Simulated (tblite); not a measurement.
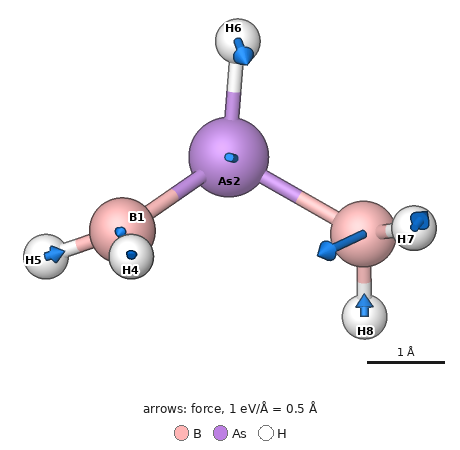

Starting geometry of B2AsH5 with the computed forces as blue arrows. A ball-and-stick model, seen from a free direction.

The calculation used GFN2-xTB geometry optimisation, gas phase in tblite 0.8.0. 

What follows when this structure is relaxed?

Answer. It isn't relaxed: the largest force vector, on the As atom, is 2.12 eV/Å. The final displacements follow the starting forces only in part (cosine between the two patterns 0.34). An H atom moves most after the best rigid fit: 1.07 Å. By element the largest moves are H 1.07 Å, B 0.29 Å, As 0.13 Å. Near-neighbour distances that change, for instance: As–B 2.038 → 1.935 Å, As–B 2.009 → 1.935 Å, As–H 1.560 → 1.507 Å, B–H 1.197 → 1.172 Å. Among the angles between lasting bonds that change: B–As–B 107.9° → 95.5°, B–As–H 113.2° → 102.5°, B–As–H 113.0° → 102.5°. Over 71 geometry steps the energy falls by 131.2 kJ/mol. The run took 0.39 s on 1 thread of Arm Neoverse N1, with other jobs on the host.
